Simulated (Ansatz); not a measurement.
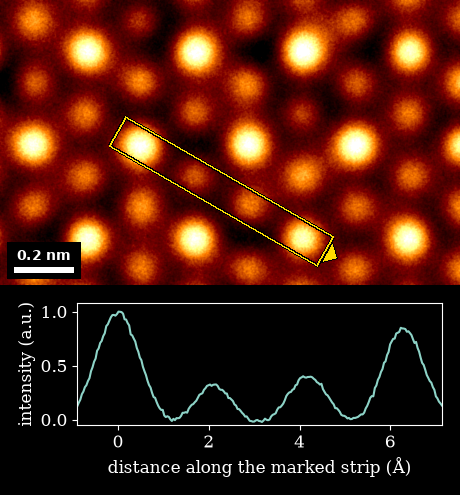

Integrated-DPC-like image of Gd (P6_3/mmc, No. 194) along [001]. Simulated as the projected potential of neutral atoms (B = 0.5 Å²) blurred by a 0.94 Å probe, the thin-sample limit of integrated differential phase contrast. Shot noise and the speckle of an amorphous layer were added. Model: a calculation's starting geometry; the starting structure was generated, so it need not be a known form of this composition.

```
Gd
1.0
     3.61859    0.00000    0.00000
    -1.80929    3.13379    0.00000
     0.00000    0.00000   11.68449
Gd
4
Direct
  0.00000 0.00000 0.00000
  0.00000 0.00000 0.50000
  0.33333 0.66667 0.25000
  0.66667 0.33333 0.75000
```

The curve is the intensity along the marked strip, in the direction of its arrowhead, with zero distance at the first column. Brightness is counted from the darkest point of the image.

Question: List the columns that the line crosses, with their positions.

Answer:
```
position (Å)  atoms per repeat along the beam  height (% of the highest)
         0.0                             2 Gd                        100
         2.1                             1 Gd                         40
         4.2                             1 Gd                         40
         6.3                             2 Gd                        100
```
